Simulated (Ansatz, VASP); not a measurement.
# Cross-check of CaB6 between VASP and Ansatz, part 2 of 2

Aim: how closely do two programs agree when they are given the same cell, functional and k mesh?  Valence electrons are named where the data sets of a main pair hold unlike numbers.

VASP 6.6.1 and Ansatz 0.2.0.

So far: Starting point; VASP: band structure, HSE06.

The database entry behind the starting cell differs from later determinations by our own check (0.1 to 0.3 % short, old inner coordinate), so it need not match the best structure at ambient conditions.

### Step 3. Ansatz: band structure, HSE06

Level of this step: Ansatz beside VASP: Kohn-Sham DFT, plane waves, HSE06 (Ansatz).

Ansatz runs on its default PAW (the set named soft_2) files.

The same cell, functional, mesh and smearing now go to Ansatz, which takes its cutoff from its data sets.

The input, input.yaml:

```yaml
crystal:
  lattice:
    - [4.145, 0.0, 0.0]
    - [0.0, 4.145, 0.0]
    - [0.0, 0.0, 4.145]
  atoms:
    - { symbol: Ca, position: [0.5, 0.5, 0.5] }
    - { symbol: B, position: [0.0, 0.0, 0.293] }
    - { symbol: B, position: [0.0, 0.0, 0.707] }
    - { symbol: B, position: [0.293, 0.0, 0.0] }
    - { symbol: B, position: [0.707, 0.0, 0.0] }
    - { symbol: B, position: [0.0, 0.293, 0.0] }
    - { symbol: B, position: [0.0, 0.707, 0.0] }
hamiltonian:
  xc: { exchange: pbe, correlation: pbe, exx: { coeff: 0.25, omega: 0.2 } }
  pseudopotentials: { kind: paw }
kpoints:
  mp_grid: { grid: [4, 4, 4] }
  band_path:
    path:
      - [0.0, 0.0, 0.0]
      - [0.0, 0.3, 0.0]
      - [0.0, 0.5, 0.0]
      - [0.3, 0.5, 0.0]
      - [0.5, 0.5, 0.0]
      - [0.2, 0.2, 0.0]
      - [0.1, 0.1, 0.1]
      - [0.4, 0.4, 0.4]
      - [0.4, 0.5, 0.4]
      - [0.1, 0.5, 0.1]
      - [0.5, 0.5, 0.1]
      - [0.5, 0.5, 0.5]
    npoints: 1
scf:
  occupations: { method: gaussian, width: 0.02 }
  n_extra_bands: 9
output:
  forces: true
  stress: true
  eigenvalues: true
  write_density: true
  write_potential: true
  elf: true
  volumetric_format: npy
```

Command:

```sh
$ ansatz run input.yaml --threads 4 --pin off --max-ram 9216MiB --backend cpu --events-out ev --progress --plain --runs-dir out
```

Numbers of over 12 decimals in the logs are rounded to 6 here.

Output:

```text
Warning: output.stress: scf.convergence.dr2_threshold = 1e-7 eV (the SCF's general default) is looser than the 7e-10 eV advised for a printed stress (1e-10 eV for each atom of the cell: 7). What an SCF threshold leaves in a stress goes as its square root, and in the free energy as the threshold itself, and one threshold admits the most on a small cell: [figures from the program's tests cut] Set scf.convergence.dr2_threshold to 7e-10 eV or tighter. The threshold is an SCF's pass mark: one that does not reach it within its budget of iterations ends unconverged, or closes short of it on a stop that the run arms, and scf.convergence.dr2_threshold's page says what that costs each kind of run
Warning: output.stress: scf.exx.energy_threshold = 1e-6 eV is looser than the 7e-8 eV advised for a stress under a hybrid functional (1e-8 eV for each atom of the cell: 7). Every SCF of the exchange loop can meet its threshold on dr2 while the loop round them stops early: no threshold on dr2 bounds what that leaves in the stress. Set scf.exx.energy_threshold to 7e-8 eV or tighter. The threshold is the loop's pass mark: a loop that does not reach it within its budget of cycles ends unconverged, and scf.exx.energy_threshold's page has the law
scf.n_extra_bands = 9 over 14 filled bands (N_el = 28.0): the run solves 23 bands
Engine: ansatz 0.2.0, x86_64-unknown-linux-gnu
Pseudopotentials: kind: paw
Pseudopotential: Ca, paw, valence charge 10, recommended cutoff 420 eV (normal), Ca.paw.azcp
Pseudopotential: B, paw, valence charge 3, recommended cutoff 420 eV (normal), B.paw.azcp
Functional definition: unnamed
  parameter a_1 = 0.25
  parameter omega_1 = 0.2/angstrom
  exchange = pbe_x + (-a_1)*pbe_x_sr(omega_1) + a_1*exact_x_sr(omega_1)
  correlation = pbe_c
Crystal: 7 atoms, lattice volume = 71.215 Å³
Basis set: ecut = 420 eV, 1357 PW (Γ), exchange–correlation on 60×60×60 points (8 copies of the dense FFT grid, shifted against one another)
Bands: 23, of which v1, the nominal top of the filled ones, is band 14 counted from 1 (13 counted from 0)
Symmetry: 48 space group operations
Space group: Pm-3m (ITA 221), of the structure as read, at distance tolerance 4.1e-5 Å
k-points: 10 of 64
Non-local potential: Ca, projectors of the file, l = 0: 3, l = 1: 2, l = 2: 2
Non-local potential: B, projectors of the file, l = 0: 2, l = 1: 2, l = 2: 1
PAW form: soft (Blöchl's): semilocal exchange-correlation on the pseudo side does not see the compensation charge
PAW frozen core: Ca, regenerated for the run's functional, and the local potential with it (the file was generated under x = pbe(κ = 0.804, μ = 0.219515), c = pbe(β = 0.066725))
PAW frozen core: B, regenerated for the run's functional, and the local potential with it (the file was generated under x = pbe(κ = 0.804, μ = 0.219515), c = pbe(β = 0.066725))
PAW one-centre angular grid: Ca, 110 points (default); XC on 64 Gauss nodes
PAW one-centre angular grid: B, 110 points (default); XC on 64 Gauss nodes
Initial density: superposition of atomic densities (neutral atoms: chi_scale 0, normalization atom), corrected by the library's trained network
Initial wavefunctions: pseudopotential atomic-orbital guess
Functional: x = pbe(κ = 0.804, μ = 0.219515), c = pbe(β = 0.066725), warm-up for x = pbe(κ = 0.804, μ = 0.219515) + 0.25 (exact − pbe) at short range (hse, ω = 0.2 Å⁻¹), c = pbe(β = 0.066725)
SCF iter   1: F=—  HF=-2755.063415 eV  |F-HF|=—  |Δ(HF+E_count)|=         —  Δρ=1.49e-3  dr2=7.02e-4  ethr=1.77e-3  ⟨swp⟩=9.6  Hψ=1380  notcnv=0
preconditioner: auto → none  [insulator: Δε(μ)=0.198 eV  Ē_g=14.113 eV  σ=0.020 eV  W_gap=1.00  n_scr=18 (ndim 8)  ℏωp=22.4 eV  f_vac=0.000  D(μ)=0.00/eV (n_scr^D=0)]
SCF iter   2: F=—  HF=-2755.064634 eV  |F-HF|=—  |Δ(HF+E_count)|=   1.22e-3  Δρ=7.34e-4  dr2=1.18e-4  ethr=2.51e-6  ⟨swp⟩=4.3  Hψ=680  notcnv=0
SCF iter   3: F=—  HF=-2755.065005 eV  |F-HF|=—  |Δ(HF+E_count)|=   3.71e-4  Δρ=2.28e-4  dr2=1.72e-5  ethr=4.20e-7  ⟨swp⟩=3.0  Hψ=441  notcnv=0
iter 4 solved again at ethr=3.34e-9 eV; its pass at ethr=6.13e-8 eV (dr2=9.36e-7 eV) is discarded
SCF iter   4: F=-2755.065036 eV  HF=-2755.065036 eV  |F-HF|=5.22e-7  |Δ(HF+E_count)|=   3.08e-5  Δρ=4.37e-5  dr2=9.53e-7  ethr=3.34e-9  ⟨swp⟩=2.3  Hψ=816  notcnv=0
SCF 1 stopped early in 4 iterations: F = -2755.065036 eV  dr2 = 9.53e-7
  greatest PAW one-centre occupation: 0.995 electrons in one spin orbital (limit 2), on the Ca atom at site 0 (counted from 0), in its partial waves of l = 0
Initial density: handed on by an earlier stage of this run
Initial wavefunctions: those handed on with the density
Functional: x = pbe(κ = 0.804, μ = 0.219515) + 0.25 (exact − pbe) at short range (hse, ω = 0.2 Å⁻¹), c = pbe(β = 0.066725)
Exchange kernel: α = 0.2500, screened, ω = 0.2000 Å⁻¹, Wigner–Seitz truncation, v(0) = 1117.5589 eV·Å³, q-mesh 4×4×4, nearest image of the exchange supercell L = 16.58 Å, pair-density grid 20×20×20, without the augmentation charges, whose exchange is taken in its separable form by FFT convolution over the k-point mesh (sized by the pseudopotential files, 30×30×30 at the most), smooth part of the exact exchange by density-matrix convolution
Frozen-core exchange: fock
SCF iter   1: F=—  HF=-2756.691429 eV  |F-HF|=—  |Δ(HF+E_count)|=         —  Δρ=4.18e-3  dr2=1.37e-2  ethr=3.40e-8  ⟨swp⟩=9.9  Hψ=1514  notcnv=0
preconditioner: auto → none  [insulator: Δε(μ)=0.816 eV  Ē_g=12.199 eV  σ=0.020 eV  W_gap=1.00  n_scr=18 (ndim 8)  ℏωp=19.7 eV  f_vac=0.000  D(μ)=0.00/eV (n_scr^D=0)]
SCF iter   2: F=—  HF=-2756.685347 eV  |F-HF|=—  |Δ(HF+E_count)|=   6.08e-3  Δρ=1.90e-3  dr2=1.93e-3  ethr=3.40e-8  ⟨swp⟩=5.0  Hψ=922  notcnv=0
SCF iter   3: F=—  HF=-2756.690375 eV  |F-HF|=—  |Δ(HF+E_count)|=   5.03e-3  Δρ=8.52e-4  dr2=3.89e-4  ethr=3.40e-8  ⟨swp⟩=4.6  Hψ=832  notcnv=0
SCF iter   4: F=—  HF=-2756.690212 eV  |F-HF|=—  |Δ(HF+E_count)|=   1.63e-4  Δρ=2.01e-4  dr2=2.02e-5  ethr=3.40e-8  ⟨swp⟩=4.0  Hψ=546  notcnv=0
SCF iter   5: F=—  HF=-2756.690259 eV  |F-HF|=—  |Δ(HF+E_count)|=   4.71e-5  Δρ=6.65e-5  dr2=4.37e-6  ethr=3.40e-8  ⟨swp⟩=3.4  Hψ=524  notcnv=0
SCF iter   6: F=-2756.690257 eV  HF=-2756.690257 eV  |F-HF|=2.17e-7  |Δ(HF+E_count)|=   1.38e-6  Δρ=1.53e-5  dr2=6.59e-7  ethr=1.45e-8  ⟨swp⟩=3.0  Hψ=503  notcnv=0
SCF 2 stopped early in 6 iterations: F = -2756.690257 eV  dr2 = 6.59e-7
  Residual-converged pass: ⟨swp⟩=3.1  Hψ=502  notcnv=0  max |occ|·‖R‖ = 6.3e-6 eV (tolerance 6.7e-6 eV)  dr2=6.68e-7  dr2_onsite=3.69e-9  max |Δocc| = 1.8e-178
  greatest PAW one-centre occupation: 0.996 electrons in one spin orbital (limit 2), on the Ca atom at site 0 (counted from 0), in its partial waves of l = 0
hybrid outer 1: dexx = +6.144e-3 eV, tail = 6.77e-6 eV
Exchange kernel: α = 0.2500, screened, ω = 0.2000 Å⁻¹, Wigner–Seitz truncation, v(0) = 1117.5589 eV·Å³, q-mesh 4×4×4, nearest image of the exchange supercell L = 16.58 Å, pair-density grid 20×20×20, without the augmentation charges, whose exchange is taken in its separable form by FFT convolution over the k-point mesh (sized by the pseudopotential files, 30×30×30 at the most), smooth part of the exact exchange by density-matrix convolution
Frozen-core exchange: fock
SCF iter   1: F=—  HF=-2756.690174 eV  |F-HF|=—  |Δ(HF+E_count)|=         —  Δρ=2.53e-5  dr2=2.62e-7  ethr=1.21e-7  ⟨swp⟩=4.7  Hψ=617  notcnv=0
preconditioner: auto → none  [insulator: Δε(μ)=0.790 eV  Ē_g=12.108 eV  σ=0.020 eV  W_gap=1.00  n_scr=18 (ndim 8)  ℏωp=19.7 eV  f_vac=0.000  D(μ)=0.00/eV (n_scr^D=0)]
SCF iter   2: F=—  HF=-2756.690174 eV  |F-HF|=—  |Δ(HF+E_count)|=   5.15e-8  Δρ=1.14e-5  dr2=2.48e-8  ethr=8.44e-10  ⟨swp⟩=3.2  Hψ=468  notcnv=0
SCF iter   3: F=-2756.690174 eV  HF=-2756.690174 eV  |F-HF|=1.81e-9  |Δ(HF+E_count)|=   6.84e-8  Δρ=1.67e-6  dr2=2.13e-9  ethr=6.89e-11  ⟨swp⟩=3.8  Hψ=566  notcnv=0  defer=2
SCF 3 converged in 3 iterations: F = -2756.690174 eV  dr2 = 2.13e-9
  Residual-converged pass: ⟨swp⟩=3.1  Hψ=482  notcnv=0  max |occ|·‖R‖ = 6.5e-7 eV (tolerance 6.5e-7 eV)  dr2=2.18e-9  dr2_onsite=1.97e-10  max |Δocc| = 7.9e-181
hybrid outer 2: dexx = +9.869e-8 eV, tail = 6.50e-9 eV, Δε = 1.86e-3 eV (about 6.26e-5 eV left of the loop's levels), ΔF = 6.39e-4 eV/Å (tail 1.83e-4)
NSCF: frozen V_eff on 12 k-points
hybrid SCF converged: 2 outer / 9 inner (+4 warm-up), last move |dexx| = 9.87e-8 eV, tail = 6.50e-9 eV
Stability not checked: this state was not tested for a lower state beside it, because the functional holds exact exchange (a hybrid, or Hartree-Fock), whose exchange loop this test does not read (fock_operator; see scf.lower_state_search)
Free energy (F): -2756.690174 eV
Frozen-core exchange: fock
Harris-Foulkes:  -2756.690174 eV  (|F-HF|=1.81e-9)
Internal energy: -2756.690174 eV  (E = F + TS)
E sigma→0 (E₀):  -2756.690174 eV
Fermi energy:    8.245954 eV
--- Per-component energies (eV) ---
  E_band       = -134.565052
  E_kinetic    = 579.871550
  E_local      = -872.657995  (includes V_loc(G=0)·N_el)
  E_nonlocal   = 130.170253
  E_hartree    = 276.656090
  E_xc         = -270.043612
  E_vxc        = -324.335336  (∫ρ·V_xc dr)
  E_exx        = -61.425896  (= α·E_x^exact, valence–valence)
  E_paw        = -1333.744585  (= ΣΔE_a)
  E_vpaw       = -78.074244  (= ΣTr[D̂ρ^β])
  E_aug_tail   = -0.000022  (compensation charges beyond the density's cutoff)
  E_ewald      = -1205.288291
  E_core_change = -0.227667  (= ΣΔE_core)
  E_smearing   = -0.000000  (= −TS)
  E_closure    = 0.000001  (closes the sum)
  Σ components = -2756.690174   (vs F -2756.690174, Δ=0.00e0)
--- Forces (eV/Å), atoms counted from 1 ---
  atom   1  Ca     0.00000000    -0.00000000    -0.00000000
  atom   2  B      0.00000000     0.00000000     1.14828228
  atom   3  B      0.00000000     0.00000000    -1.14828228
  atom   4  B      1.14828228    -0.00000000     0.00000000
  atom   5  B     -1.14828228     0.00000000     0.00000000
  atom   6  B      0.00000000     1.14828228     0.00000000
  atom   7  B     -0.00000000    -1.14828228     0.00000000
  max |Σ_I F_I| component: 4.44e-16 eV/Å
--- Stress (GPa, compression-positive) ---
        0.533456      -0.000000       0.000000
       -0.000000       0.533456       0.000000
        0.000000       0.000000       0.533456
  P = ⅓ Tr σ = 0.5335 GPa (5.335 kbar)
--- Band table (eV; the first three rows and the last of 10) ---
  k-point 0: bands = [... 10 lower, 2.1957, 7.4792, 7.4792, 7.4792, 11.8717, 11.8717, 11.8717, 12.5185, ... 5 higher]
  k-point 1: bands = [... 10 lower, 4.2823, 6.2467, 6.2467, 7.6536, 9.6896, 12.5667, 12.5667, 12.8707, ... 5 higher]
  k-point 2: bands = [... 10 lower, 5.3226, 5.3226, 6.0098, 7.8510, 8.6410, 12.2352, 12.2352, 12.6535, ... 5 higher]
  k-point 9: bands = [... 10 lower, 3.1838, 6.6798, 6.6798, 6.6798, 12.9924, 13.9883, 14.1522, 14.1522, ... 5 higher]
```

The job ended after 17 s (4 threads of AMD EPYC 9R45, shared host; peak memory 1 GiB).

The column dr2 measures how far the density is from self-consistency, as an energy; F and HF (Harris–Foulkes) agree once it is small.

### Step 4. Differences

Known differences besides the potentials themselves: exact exchange at q = 0 is treated differently, which shows on coarse meshes; VASP keeps PBE cores, Ansatz makes them for the functional; VASP takes a coarser grid for exact exchange (PRECFOCK = Fast). Total energies have different zeros and are not compared.

The two programs side by side:

```
                     quantity  Ansatz   VASP  difference
gap over the path points (eV)   0.790  0.790       0.000
```

Forces (eV/Å; atoms numbered as in POSCAR):

```
atom        Ansatz x, y, z          VASP x, y, z
 Ca1   0.000, 0.000, 0.000   0.000, 0.000, 0.000
  B2   0.000, 0.000, 1.148   0.000, 0.000, 1.181
  B3  0.000, 0.000, -1.148  0.000, 0.000, -1.181
  B4   1.148, 0.000, 0.000   1.181, 0.000, 0.000
  B5  -1.148, 0.000, 0.000  -1.181, 0.000, 0.000
  B6   0.000, 1.148, 0.000   0.000, 1.181, 0.000
  B7  0.000, -1.148, 0.000  0.000, -1.181, 0.000
```

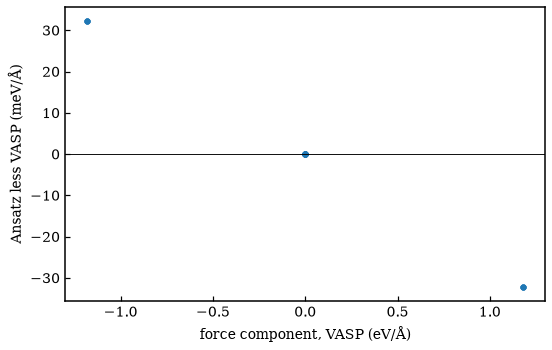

Difference of the force components against their size.

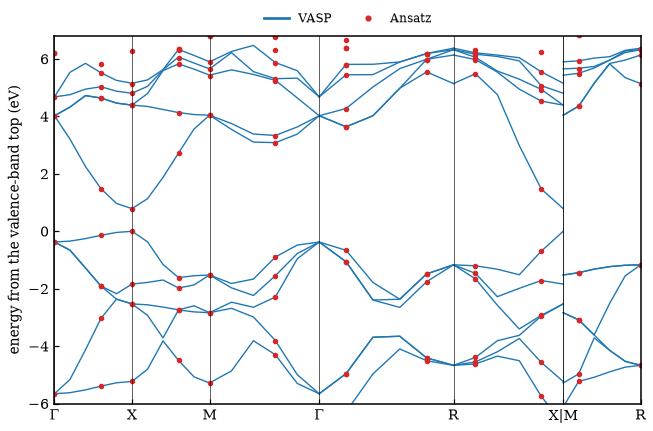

Bands from VASP (lines) and levels from Ansatz (dots). Dots without a line are higher empty bands that the VASP plot leaves out.

Levels at points of the path, from each program's valence-band top (eV; 4 filled, then empty):

```
k (reciprocal lattice)                                  Ansatz                                    VASP
     0.000 0.000 0.000  -5.66 -0.37 -0.37 -0.37 4.02 4.02 4.02  -5.66 -0.37 -0.37 -0.37 4.02 4.02 4.02
     0.000 0.300 0.000  -3.04 -1.91 -1.91 -0.14 1.48 4.63 4.63  -3.03 -1.91 -1.91 -0.14 1.48 4.64 4.64
     0.000 0.500 0.000   -2.53 -2.53 -1.84 0.00 0.79 4.38 4.38   -2.53 -2.53 -1.84 0.00 0.79 4.39 4.39
     0.300 0.500 0.000  -2.74 -2.73 -1.97 -1.62 2.72 4.13 5.81  -2.74 -2.73 -1.97 -1.61 2.72 4.13 5.83
     0.500 0.500 0.000  -2.83 -2.83 -1.53 -1.53 4.04 4.04 5.42  -2.83 -2.83 -1.52 -1.52 4.04 4.04 5.43
     0.200 0.200 0.000  -3.80 -2.29 -1.54 -0.90 3.08 3.33 5.24  -3.80 -2.29 -1.55 -0.90 3.09 3.34 5.25
     0.100 0.100 0.100  -4.96 -1.06 -1.06 -0.66 3.63 3.63 4.27  -4.96 -1.06 -1.06 -0.66 3.64 3.64 4.28
     0.400 0.400 0.400  -4.41 -1.76 -1.49 -1.49 5.54 5.97 5.97  -4.41 -1.75 -1.48 -1.48 5.55 5.99 5.99
     0.400 0.500 0.400  -4.39 -1.66 -1.47 -1.21 5.48 5.97 6.04  -4.39 -1.66 -1.46 -1.20 5.49 5.98 6.06
     0.100 0.500 0.100  -2.95 -2.93 -1.72 -0.69 1.47 4.53 4.93  -2.95 -2.93 -1.71 -0.69 1.47 4.53 4.94
```

The forces differ by 17 meV/Å r.m.s., which is 2.7 % of the r.m.s. force of 0.631 eV/Å (both taken over all components). Among the levels compared at these points, filled levels agree within 5 meV and empty ones within 22 meV.

### Step 5. Results

- largest difference of a filled level at the path points (band structure, HSE06): 4.7 meV
- r.m.s. force difference (band structure, HSE06): 2.7 % of the r.m.s. force

**Reading.** The r.m.s. force difference is 2.7 % of the r.m.s. force (band structure, HSE06), within the 3 % picked in this series as the mark of a large difference. Such differences can come from data sets, numerical settings and the points named under the comparisons, not from the functional's error against experiment.

[Lines on the potential files, build, host, timing and source positions are cut from VASP's logs without a mark.]

[Logs are printed without paths, hosts, clocks, repeated set-up lines and the standing remarks that a program may print on its own settings, such as how far it seeks lower states.]

[Hosts, paths, dates, database ids (printed as entryN), source tags and the programs' standing remarks are cut or masked in the printed files.]
